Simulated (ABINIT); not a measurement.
## CsCaF3 (Pm-3m): G0W0 with ABINIT, start to end

Aim: the G0W0 gap of CsCaF3 (Pm-3m) on LDA, step by step.

Main program and level: ABINIT 10.8.3; LDA and many-body steps on it, plane waves.

## Step 1: Starting point

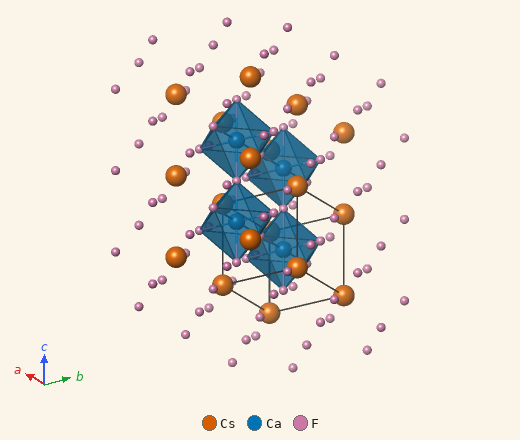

The starting structure, seen from a free direction (caesium orange, calcium blue, fluorine pink). 2×1×2 cells are drawn. Some periodic images of atoms are drawn too.

The cell and positions are those that the Materials Project relaxed with its own functionals (PBE, PBE+U or r2SCAN), kept fixed. Spin-orbit coupling is left out unless a step names it.

## Step 2: Ground state

This step: ABINIT 10.8.3; DFT, LDA, plane waves, norm-conserving pseudopotentials.

The ground-state density comes first.

The input, run.abi:

```
acell 3*1.0 Angstrom
rprim 
  4.520531030000 0.000000000000 0.000000000000
  0.000000000000 4.520531030000 0.000000000000
  0.000000000000 0.000000000000 4.520531030000
ntypat 3
znucl 55 20 9
natom 5
typat 1 2 3 3 3
xred 
  0.000000000000 0.000000000000 0.000000000000
  0.500000000000 0.500000000000 0.500000000000
  0.000000000000 0.500000000000 0.500000000000
  0.500000000000 0.000000000000 0.500000000000
  0.500000000000 0.500000000000 0.000000000000
pp_dirpath "pseudos"
pseudos "Cs.upf, Ca.upf, F.upf"
ecut 36
ngkpt 4 4 4
nshiftk 1
shiftk 0 0 0
kptopt 1
chksymbreak 0
nband 26
occopt 1
tolvrs 1e-10
nstep 60
prtwf 0
optforces 0
optstress 0
indata_prefix "in"
outdata_prefix "out"
tmpdata_prefix "tmp"
```

The run is started by

```console
$ OMP_NUM_THREADS=1 mpirun -n 4 abinit run.abi > log
```

Numbers of over 12 decimals in the logs are rounded to 6 here.

What it wrote:

```text
.Version 10.8.3 of ABINIT. v10.8.2 released Aug 2026.

 Symmetries : space group Pm -3 m (#221); Bravais cP (primitive cubic)
================================================================================
 Values of the parameters that define the memory need of the present run
     intxc =       0    ionmov =       0      iscf =       7    lmnmax =       8
     lnmax =       8     mgfft =      48  mpssoang =       4    mqgrid =    3001
     natom =       5  nloc_mem =       1    nspden =       1   nspinor =       1
    nsppol =       1      nsym =      48    n1xccc =    2501    ntypat =       3
    occopt =       1   xclevel =       1
-    mband =          26        mffmem =           1         mkmem =           3
       mpw =        6479          nfft =      110592          nkpt =          10
================================================================================
  Rough estimation (10% accuracy) of disk space for files :
================================================================================

--------------------------------------------------------------------------------
------------- Echo of variables that govern the present computation ------------
--------------------------------------------------------------------------------
 -outvars: echo values of preprocessed input variables --------
            acell      1.8897261259E+00  1.8897261259E+00  1.8897261259E+00 Bohr

      chksymbreak           0
             ecut      3.60000000E+01 Hartree
-          fftalg         312

              ixc       -1012
              kpt      0.00000000E+00  0.00000000E+00  0.00000000E+00
                       2.50000000E-01  0.00000000E+00  0.00000000E+00
                       5.00000000E-01  0.00000000E+00  0.00000000E+00
                       2.50000000E-01  2.50000000E-01  0.00000000E+00
                       5.00000000E-01  2.50000000E-01  0.00000000E+00
                       5.00000000E-01  5.00000000E-01  0.00000000E+00
                       2.50000000E-01  2.50000000E-01  2.50000000E-01
                       5.00000000E-01  2.50000000E-01  2.50000000E-01
                       5.00000000E-01  5.00000000E-01  2.50000000E-01
                       5.00000000E-01  5.00000000E-01  5.00000000E-01
         kptrlatt        4    0    0      0    4    0      0    0    4
          kptrlen      3.41702624E+01
P           mkmem           3
            natom           5
            nband          26
            ngfft          48      48      48
             nkpt          10
            nstep          60
             nsym          48
           ntypat           3
              occ      2.000000  2.000000  2.000000  2.000000  2.000000  2.000000
                       2.000000  2.000000  2.000000  2.000000  2.000000  2.000000
                       2.000000  2.000000  2.000000  2.000000  2.000000  2.000000
                       2.000000  2.000000  0.000000  0.000000  0.000000  0.000000
                       0.000000  0.000000
        optforces           0
        optstress           0
            prtwf           0
            rprim      4.5205310300E+00  0.0000000000E+00  0.0000000000E+00
                       0.0000000000E+00  4.5205310300E+00  0.0000000000E+00
[...]
spgroup         221

           tolvrs      1.00000000E-10

             xred      0.0000000000E+00  0.0000000000E+00  0.0000000000E+00
[...]
znucl       55.00000   20.00000    9.00000

================================================================================

 chkinp: Checking input parameters for consistency.

================================================================================
== DATASET  1 ==================================================================
-   mpi_nproc: 4, omp_nthreads: 1 (-1 if OMP is not activated)

--- !DatasetInfo
iteration_state: {dtset: 1, }
dimensions: {natom: 5, nkpt: 10, mband: 26, nsppol: 1, nspinor: 1, nspden: 1, mpw: 6479, }
cutoff_energies: {ecut:  36.0, pawecutdg:  -1.0, }
electrons: {nelect:   4.00000000E+01, charge:   0.00000000E+00, occopt:   1.00000000E+00, tsmear:   1.00000000E-02, }

 Real(R)+Recip(G) space primitive vectors, cartesian coordinates (Bohr,Bohr^-1):
 R(1)=  8.5425656  0.0000000  0.0000000  G(1)=  0.1170609  0.0000000  0.0000000
 R(2)=  0.0000000  8.5425656  0.0000000  G(2)=  0.0000000  0.1170609  0.0000000
 R(3)=  0.0000000  0.0000000  8.5425656  G(3)=  0.0000000  0.0000000  0.1170609
 Unit cell volume ucvol=  6.2339737E+02 bohr^3
 Angles (23,13,12)=  9.00000000E+01  9.00000000E+01  9.00000000E+01 degrees

 getcut: wavevector=  0.0000  0.0000  0.0000  ngfft=  48  48  48
         ecut(hartree)=     36.000   => boxcut(ratio)=   2.08035

--- Pseudopotential description ------------------------------------------------
- Cs Generated using ONCVPSP code by D. R. Hamann
- 55.00000   9.00000  201201                  znucl, zion, pspdat
12 -1012 3 -1 2328                            pspcod,pspxc,lmax,lloc,mmax
     nproj     2     2     2     2
  pspatm : epsatm=   21.68725381
         --- l  ekb(1:nproj) -->
[...]
pspatm: atomic psp has been read  and splines computed

- Ca Generated using ONCVPSP code by D. R. Hamann
- 20.00000  10.00000  180309                  znucl, zion, pspdat
12 -1012 2 -1 1724                            pspcod,pspxc,lmax,lloc,mmax
     nproj     2     2     2     0
  pspatm : epsatm=   12.51424511
         --- l  ekb(1:nproj) -->
[...]
pspatm: atomic psp has been read  and splines computed

- F Generated using ONCVPSP code by D. R. Hamann
-  9.00000   7.00000  201202                  znucl, zion, pspdat
12 -1012 2 -1 824                             pspcod,pspxc,lmax,lloc,mmax
     nproj     2     2     1     0
  pspatm : epsatm=    4.94580260
         --- l  ekb(1:nproj) -->
[...]
2   -2.364936
 pspatm: atomic psp has been read  and splines computed

   1.96155627E+03                                ecore*ucvol(ha*bohr**3)
--------------------------------------------------------------------------------

_setup2: Arith. and geom. avg. npw (full set) are    6430.953    6430.915

================================================================================

--- !BeginCycle
iteration_state: {dtset: 1, }
solver: {iscf: 7, nstep: 60, nline: 4, wfoptalg: 0, }
tolerances: {tolvrs: 1.00E-10, }

     iter   Etot(hartree)      deltaE(h)  residm     vres2
 ETOT  1  -135.95330866426    -1.360E+02 8.908E-02 7.307E+02
 ETOT  2  -136.00650378958    -5.320E-02 8.416E-03 4.922E+02
 ETOT  3  -136.22448412609    -2.180E-01 1.225E-02 5.701E+01
 ETOT  4  -136.23471233997    -1.023E-02 2.029E-02 1.064E+00
 ETOT  5  -136.23476964009    -5.730E-05 5.102E-03 3.355E-01
 ETOT  6  -136.23485749867    -8.786E-05 9.873E-04 2.306E-03
 ETOT  7  -136.23485779747    -2.988E-07 6.610E-04 6.688E-05
 ETOT  8  -136.23485780299    -5.519E-09 2.100E-04 1.772E-05
 ETOT  9  -136.23485780815    -5.165E-09 2.684E-04 4.670E-08
 ETOT 10  -136.23485780818    -3.013E-11 8.181E-05 2.974E-09
 ETOT 11  -136.23485780819    -4.547E-12 1.018E-04 3.128E-10
 ETOT 12  -136.23485780818     4.434E-12 3.023E-05 7.030E-12

 At SCF step   12       vres2   =  7.03E-12 < tolvrs=  1.00E-10 =>converged.

--- !ResultsGS
iteration_state: {dtset: 1, }
comment   : Summary of ground state results
lattice_vectors:
- [  8.5425656,   0.0000000,   0.0000000, ]
- [  0.0000000,   8.5425656,   0.0000000, ]
- [  0.0000000,   0.0000000,   8.5425656, ]
lattice_lengths: [   8.54257,    8.54257,    8.54257, ]
lattice_angles: [ 90.000,  90.000,  90.000, ] # degrees, (23, 13, 12)
lattice_volume:   6.2339737E+02
convergence: {deltae:  4.434E-12, res2:  7.030E-12, residm:  3.023E-05, diffor:  0.000E+00, }
etotal    :  -1.36234858E+02
entropy   :   0.00000000E+00
fermie    :   5.59362094E-03
cartesian_stress_tensor: null
pressure_GPa: null
xred      :
- [  0.0000E+00,   0.0000E+00,   0.0000E+00, Cs]
- [  5.0000E-01,   5.0000E-01,   5.0000E-01, Ca]
- [  0.0000E+00,   5.0000E-01,   5.0000E-01,  F]
- [  5.0000E-01,   0.0000E+00,   5.0000E-01,  F]
- [  5.0000E-01,   5.0000E-01,   0.0000E+00,  F]
cartesian_forces: null
force_length_stats: {min: null, max: null, mean: null, }

 Integrated electronic density in atomic spheres:
 ------------------------------------------------
 Atom  Sphere_radius  Integrated_density
[...]
================================================================================

 ----iterations are completed or convergence reached----

 Mean square residual over all n,k,spin=   25.795E-08; max=  30.230E-06
 reduced coordinates (array xred) for    5 atoms
       0.000000000000      0.000000000000      0.000000000000
       0.500000000000      0.500000000000      0.500000000000
       0.000000000000      0.500000000000      0.500000000000
       0.500000000000      0.000000000000      0.500000000000
       0.500000000000      0.500000000000      0.000000000000
 rms dE/dt=  0.0000E+00; max dE/dt=  0.0000E+00; dE/dt below (all hartree)
    1       0.000000000000      0.000000000000      0.000000000000
    2       0.000000000000      0.000000000000      0.000000000000
    3       0.000000000000      0.000000000000      0.000000000000
    4       0.000000000000      0.000000000000      0.000000000000
    5       0.000000000000      0.000000000000      0.000000000000

 cartesian coordinates (angstrom) at end:
    1      0.000000     0.000000     0.000000
    2      2.260266     2.260266     2.260266
    3      0.000000     2.260266     2.260266
    4      2.260266     0.000000     2.260266
    5      2.260266     2.260266     0.000000
 length scales=  1.889726125908  1.889726125908  1.889726125908 bohr
              =  1.000000000000  1.000000000000  1.000000000000 angstroms
 prteigrs : about to open file out_EIG
 Fermi (or HOMO) energy (hartree) =   0.00559   Average Vxc (hartree)=  -0.36151
 Eigenvalues (hartree) for nkpt=  10  k points:
 kpt#   1, nband= 26, wtk=  0.01563, kpt=  0.0000  0.0000  0.0000 (reduced coord)
  -1.28650   -0.68540   -0.67683   -0.67683   -0.62360   -0.60215   -0.60215   -0.60215
  -0.14559   -0.14559   -0.14559   -0.01742   -0.01742   -0.01742   -0.00881   -0.00881
  -0.00881    0.00471    0.00471    0.00471    0.25697    0.30065    0.30065    0.31440
   0.31440    0.31440
 prteigrs : prtvol=0 or 1, do not print more k-points.

--- !EnergyTerms
iteration_state     : {dtset: 1, }
comment             : Components of total free energy in Hartree
kinetic             :  6.68598626341181E+01
hartree             :  3.81939831677275E+01
xc                  : -3.04547636212750E+01
Ewald energy        : -8.81894361365023E+01
psp_core            :  3.14655845796115E+00
local_psp           : -1.24217839470682E+02
non_local_psp       : -1.57322283952803E+00
total_energy        : -1.36234857808181E+02
total_energy_eV     : -3.70713933598470E+03
band_energy         : -1.26874457832715E+01

== END DATASET(S) ==============================================================
================================================================================

 -outvars: echo values of variables after computation  --------
           etotal     -1.3623485781E+02
            nband          26
             nkpt          10
          spgroup         221
 [... the other variables as echoed above ...]

 Calculation completed.
```

Run time: 74 s. Hardware: 4 MPI ranks of AMD EPYC 7571, shared host; peak memory 0.39 GiB; 4.9 min of CPU time.

Numbers from this step:

- total energy: -3707.1393 eV
- gap: 6.840 eV
- k of the valence top: 0.5, 0.5, 0.5
- k of the conduction bottom: 0, 0, 0
- least direct gap: 6.864 eV

The gap is indirect, with the least direct gap 0.02 eV higher.

(Part 1 of 3 ends here.)

[Paths, hosts, dates, memory and timing lines, banners, echoed tables and standing remarks are left out of the program output.]

[Logs are printed without paths, hosts, clocks, repeated set-up lines and the standing remarks that a program may print on its own settings, such as how far it seeks lower states.]

[Runs of the session that timed out or met a known fault of the program may be left out.]

[Hosts, paths, dates, database ids (printed as entryN), source tags and the programs' standing remarks are cut or masked in the printed files.]

[G0W0 gaps are taken among the corrected bands and points alone; a level outside them can change the order at an edge.]

[Where Ansatz stands beside ABINIT at settings called matched, ABINIT's density can come from a denser mesh and the files from another edition; pairs whose starting gaps differed by over 0.03 eV were left out, so agreement reads better than it is.]
